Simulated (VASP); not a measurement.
Band structure of ZnCdSe2 (space group P3m1). Level of theory: modified Becke-Johnson potential (mBJ) with spin-orbit coupling, VASP's PBE PAW potentials (set 64) (plane waves; VASP).

mBJ is a potential without an energy functional, so only the levels count.

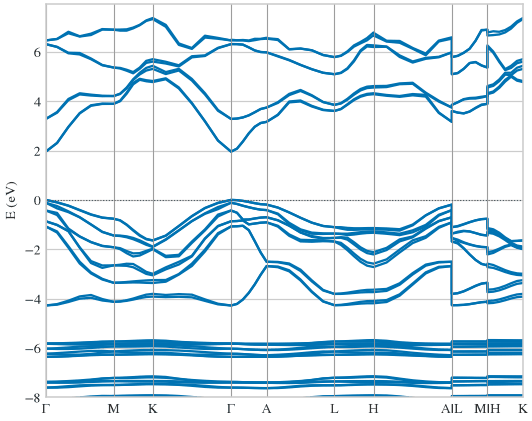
Fig. 1. Bands along high-symmetry lines, zero at the valence-band maximum or, without a gap, the Fermi level

Task: Read the plot: is there a gap, and where are the band edges?

Result: The gap is direct, 1.95 eV, from the valence maximum at Γ to the conduction minimum at Γ.

The structure comes from a computed database's ZnCdSe2 entry (P3m1); how it stands against other phases isn't given here. It was relaxed first. The k-mesh is coarse (spacing up to 0.43 per Å, 2π included), so the numbers may not be converged in it. The cell's shape comes from a PBE relaxation.
